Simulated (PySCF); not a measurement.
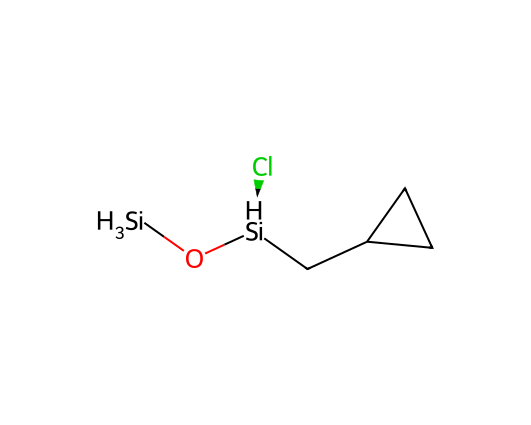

> Give its SMILES.

[SiH3]O[Si@@H](Cl)CC1CC1

> Give the formula, hydrogens included.

C4H11ClOSi2.

> An optimisation with PBE0-D3(BJ)/def2-SVP gave a structure of which point group?

C1.

More results for the same structure follow; atom numbers are the same in all pictures, views and colours differ. The geometry was computed by an optimisation with PBE0-D3(BJ)/def2-SVP. No frequency run is at hand to confirm it as a minimum.

## Shape

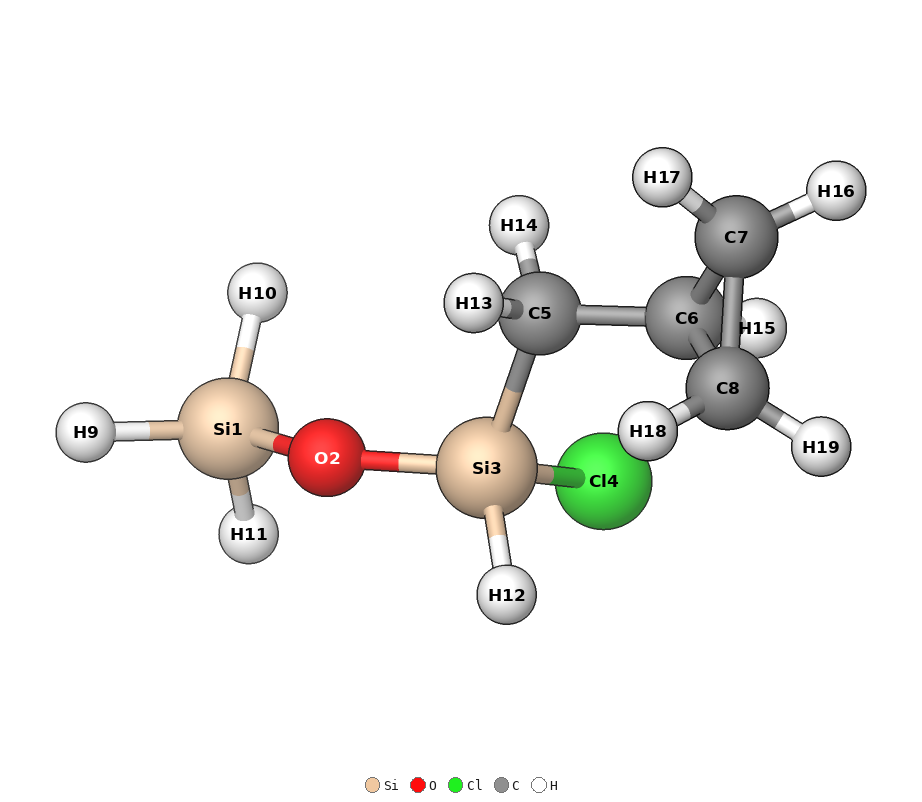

The atoms are numbered. No frequency run is at hand to confirm it as a minimum.

> Describe the coordination of atom 2.

O2 has 2 neighbours (Si1 at 1.66, Si3 at 1.65 Å); the arrangement is bent.

> Describe the coordination of atom 5.

C5 has 4 neighbours (Si3 at 1.86, C6 at 1.51, H13 at 1.10, H14 at 1.10 Å); the arrangement is tetrahedral.

> What is the geometry at Si1?

Si1 has 4 neighbours (O2 at 1.66, H9 at 1.49, H10 at 1.49, H11 at 1.49 Å); the arrangement is tetrahedral.

> How are the neighbours of atom 3 arranged?

Si3 has 4 neighbours (O2 at 1.65, Cl4 at 2.08, C5 at 1.86, H12 at 1.48 Å); the arrangement is tetrahedral.

> What is the dihedral angle Si1–O2–Si3–Cl4?

15° in size, that is syn (eclipsed).

## Excitation

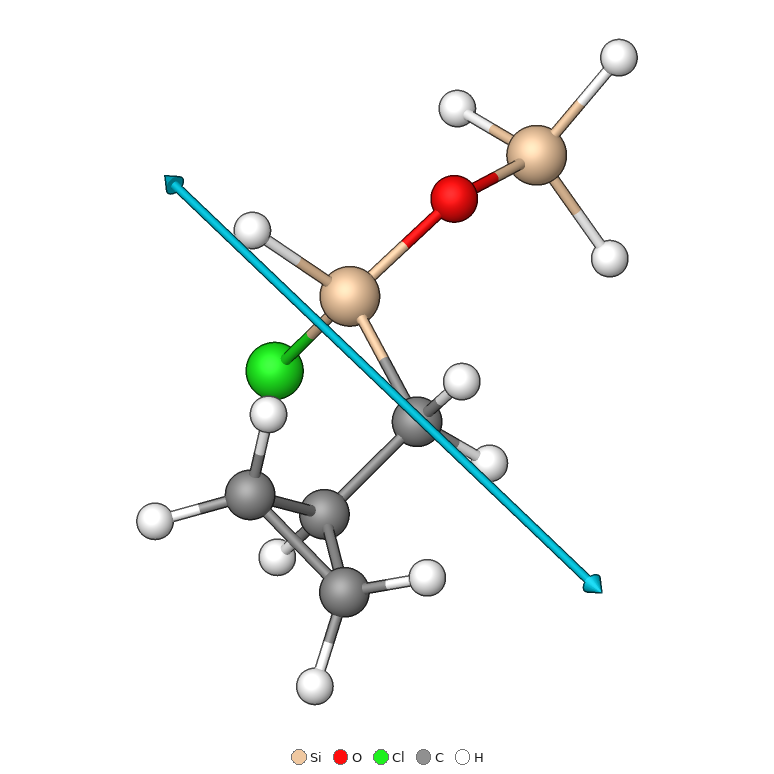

The double arrow shows the direction of the transition dipole to excited singlet state 3 (its length means nothing). No frequency run is at hand to confirm it as a minimum. Method: TDDFT CAM-B3LYP/def2-SVPD, vertical, IEF-PCM acetonitrile (non-equilibrium linear response), core orbitals frozen in the response (PySCF 2.14.0).

> Where does the transition lie, and how strong is it?

7.79 eV (159 nm), oscillator strength 0.016, mainly HOMO → LUMO+3 (weight 0.53); transition dipole 0.74 D.

## NMR shielding

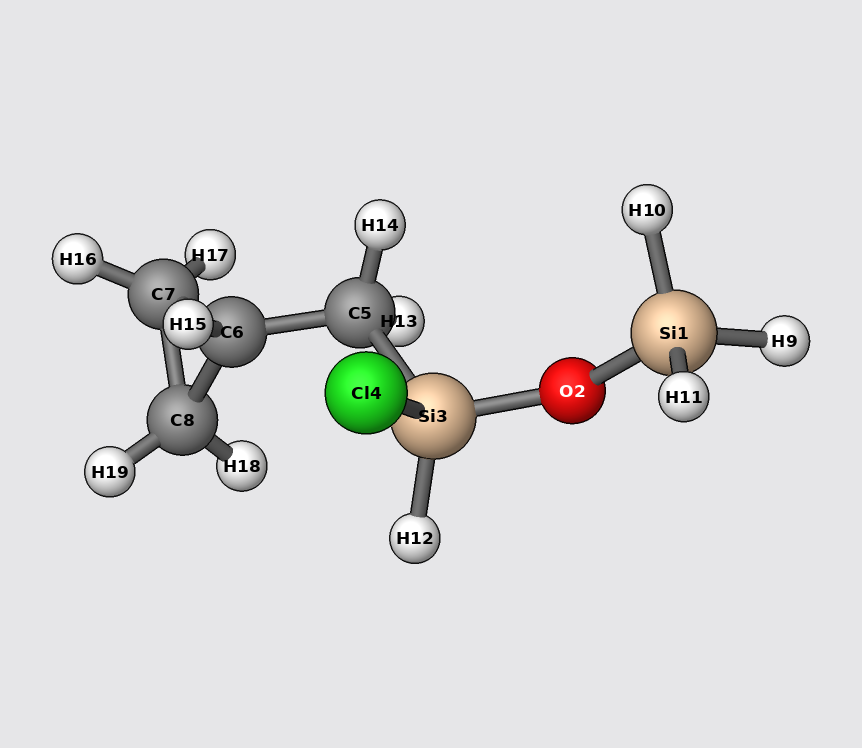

No frequency run is at hand to confirm it as a minimum. Method: GIAO PBE0/pcSseg-1 NMR shielding, non-relativistic, IEF-PCM acetonitrile (PySCF 2.14.0). Principal shieldings σ11 ≤ σ22 ≤ σ33, span Ω = σ33 − σ11, skew κ = 3(σiso − σ22)/Ω.

Give the shielding tensors of the O atoms.

```
atom    σ11    σ22    σ33   σiso      Ω     κ
  O2  242.1  279.1  342.1  287.8  100.0  0.26
```

Shieldings and span in ppm.

## Ring current

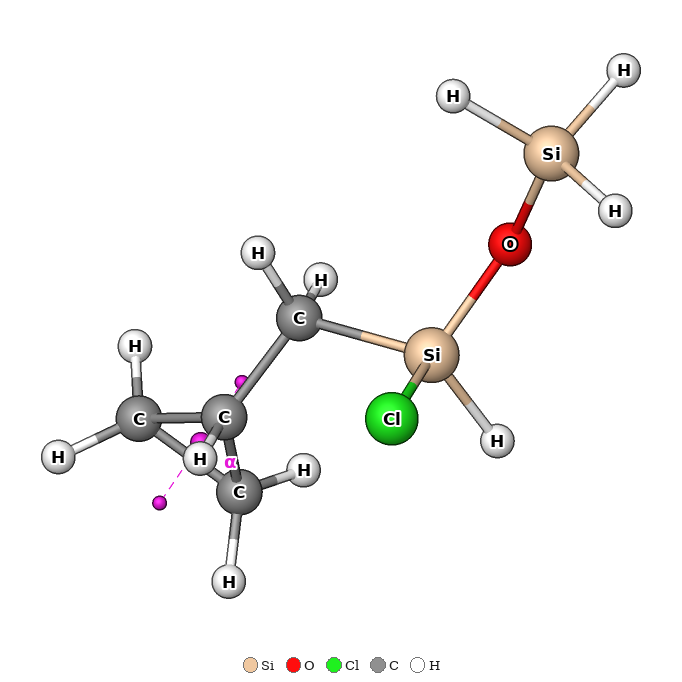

The small points mark where nucleus-independent chemical shifts (NICS) were computed: at the centre of each lettered ring and 1 Å above and below it. No frequency run is at hand to confirm it as a minimum. Level of theory: GIAO PBE0/pcSseg-1 NMR shielding, non-relativistic, gas phase (PySCF 2.14.0).

Give NICS(0), NICS(1) and the out-of-plane component NICS(1)zz for each ring (means of the two sides).

| ring | members | NICS(0) | NICS(1) | NICS(1)zz |
| --- | --- | --- | --- | --- |
| α | C3 | −44.1 | −8.7 | −22.3 |

Values in ppm.
